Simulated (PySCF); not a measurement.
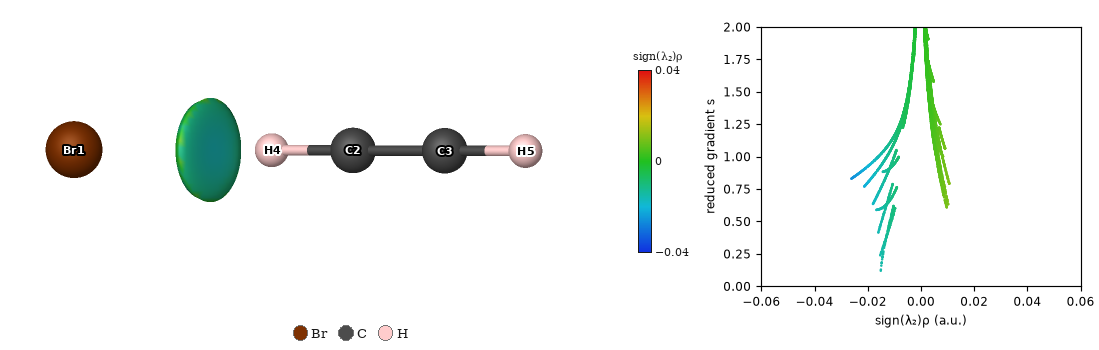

*C2H2Br, charge −1, SMILES `[Br-].C#C`. Non-covalent interaction surfaces between the fragments (reduced density gradient s = 0.6, coloured by sign(λ₂)ρ in a.u.; trimmed to the region between the fragments where ρ is under 0.06 a.u.). Fragment A: Br(−1) (atom 1); fragment B: H2C2. The plot gives s against sign(λ₂)ρ for grid points between the fragments.*

PySCF calculation, PBE0/def2-SVPD, gas phase; geometry: GFN2-xTB. GFN2-xTB bond lengths at metals and heavier atoms can be off by up to 0.1 Å and shapes distorted, which carries into these values.

The calculation's input:

```python
import numpy as np
from pyscf import gto, scf, dft
from pyscf.scf import atom_ks, atom_hf
from scipy.linalg import block_diag
from pyscf.dispersion import dftd3

def solve(mol, dm0=None, hcore=None):
    mf = (dft.UKS if mol.spin else dft.RKS)(mol, xc='pbe0')
    mf.grids.level = 3
    mf = mf.density_fit(auxbasis='def2-universal-jkfit')
    mf.conv_tol, mf.max_cycle = 1e-8, 80
    if hcore is not None:
        mf.get_hcore = lambda *args: hcore
    mf.kernel(dm0)
    if not mf.converged:
        mf = mf.newton().run(mf.mo_coeff, mf.mo_occ, max_cycle=30)
    assert mf.converged, 'SCF not converged'
    return mf

mol = gto.M(atom='''
Br    -1.20941     0.00002     0.00000
C      2.42649    -0.00035     0.00000
C      3.62164     0.00023     0.00000
H      1.36732    -0.00029     0.00000
H      4.67342     0.00029     0.00000
''', basis='def2-svpd', charge=-1, spin=0, verbose=4)
mol_a = gto.M(atom='''
Br    -1.20941     0.00002     0.00000
ghost-C      2.42649    -0.00035     0.00000
ghost-C      3.62164     0.00023     0.00000
ghost-H      1.36732    -0.00029     0.00000
ghost-H      4.67342     0.00029     0.00000
''', basis='def2-svpd', charge=-1, spin=0, verbose=4)
mol_b = gto.M(atom='''
ghost-Br    -1.20941     0.00002     0.00000
C      2.42649    -0.00035     0.00000
C      3.62164     0.00023     0.00000
H      1.36732    -0.00029     0.00000
H      4.67342     0.00029     0.00000
''', basis='def2-svpd', charge=0, spin=0, verbose=4)
ab, a, b = solve(mol), solve(mol_a), solve(mol_b)
e_int = ab.e_tot - a.e_tot - b.e_tot
print('counterpoise-corrected interaction energy / kcal/mol', e_int * 627.5095)
def disp(atoms, charge):
    m = gto.M(atom=atoms, charge=charge, basis='sto-3g', spin=None, unit='Bohr', verbose=0)
    return dftd3.DFTD3Dispersion(m, xc='pbe0', version='d3bj').get_dispersion()['energy']
e_disp = disp(mol._atom, mol.charge) - disp(mol._atom[:1], mol_a.charge) - disp(mol._atom[1:], mol_b.charge)
print('D3(BJ) part / kcal/mol', e_disp * 627.5095)
# spherically averaged free atoms, for the promolecule
atm = atom_ks.get_atm_nrks(mol, xc='pbe0')
pro = block_diag(*[(atm[a[0]][2] * atm[a[0]][3]) @ atm[a[0]][2].T for a in mol._atom])
np.savez('result.npz', e_int=e_int, e_disp=e_disp, dm_a=a.make_rdm1(), dm_b=b.make_rdm1(), c=ab.mo_coeff, occ=ab.mo_occ, eps=ab.mo_energy, pro=pro, d=[f.dip_moment(verbose=0) for f in (ab, a, b)])
```

Command:

```sh
OMP_NUM_THREADS=1 python input.py
```

The run took 13 s on 1 thread of AMD EPYC 7R43 64-Core Processor (Zen 3), with other jobs on the host, peak memory 0.45 GiB.

Partitions, critical points and surface values were worked out afterwards from this run's density.

Q: Which interactions hold the two fragments together?

A: Bond critical points between the fragments: Br1···H4, weak C–H hydrogen bond, 2.58 Å, ρ = 0.015 a.u. It appears blue-green. The pose is a local one from a semi-empirical search, not shown to be the most stable. With a charged fragment, long-range electrostatics, which these surfaces don't show, weighs heavily in the interaction energy.

Q: How strongly are they bound?

A: The counterpoise-corrected interaction energy of the frozen fragments is −7.9 kcal/mol without dispersion correction and −8.5 kcal/mol with D3(BJ). The pair geometry is semi-empirical, not a minimum at this level.
